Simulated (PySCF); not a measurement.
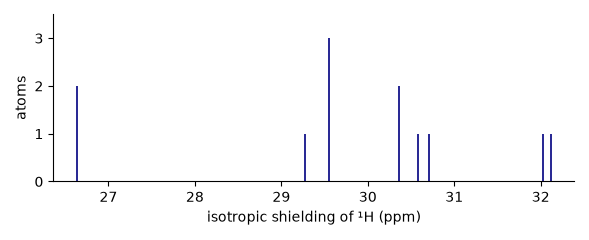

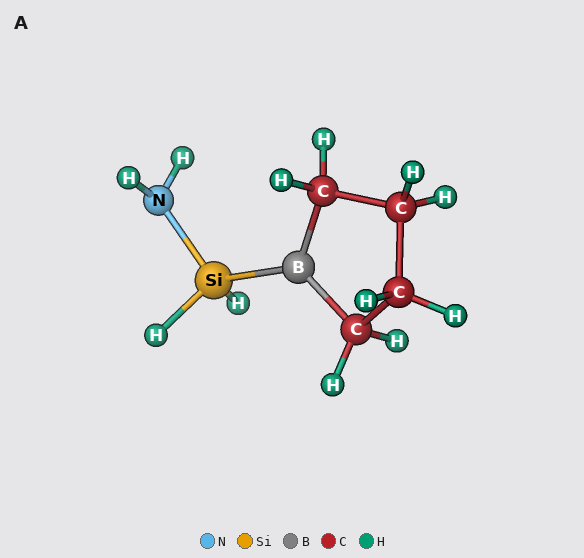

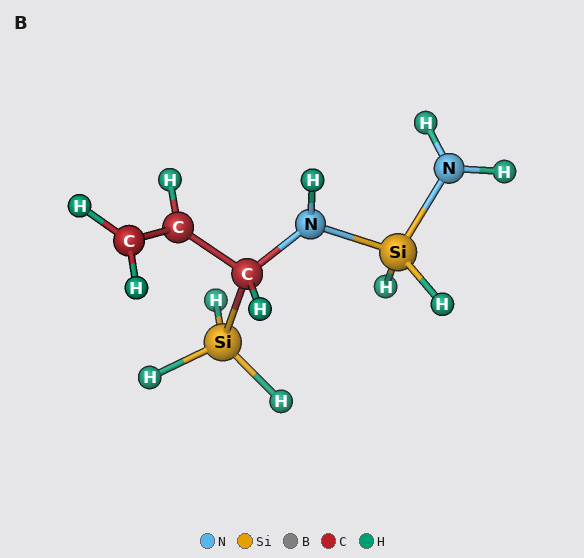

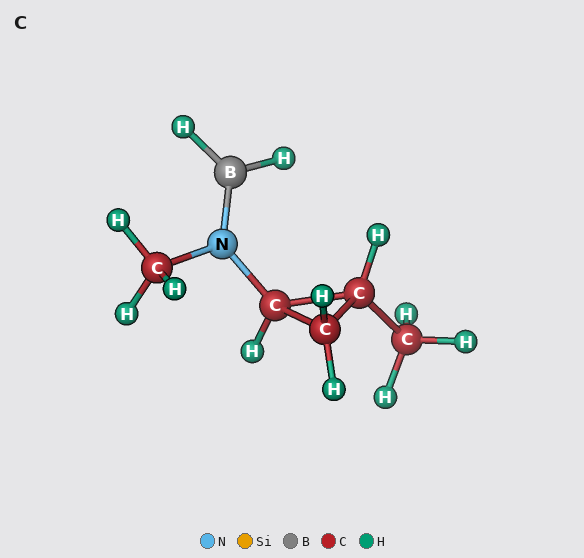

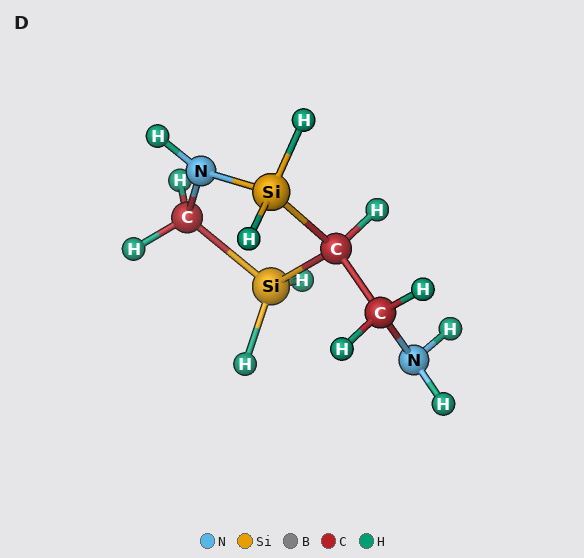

The sticks are computed shieldings of one of the molecules, for one fixed geometry (GFN2-xTB) without averaging over rotations. Low shielding means a high chemical shift. Method: GIAO PBE0/pcSseg-1 NMR shielding, non-relativistic, gas phase (PySCF 2.14.0).

**Match the spectrum to a structure.**

A, `N[SiH2]B1CCCC1`. Its 12 H atoms give lines at 26.63 (2 atoms), 29.27, 29.55 (3 atoms), 30.36 (2 atoms), 30.58, 30.71, 32.03, 32.12 ppm.

The geometry is semi-empirical. Around B, Si such bond lengths and angles can be off by a tenth of an ångström or more and by several degrees, and values that hang on the shape move with them.
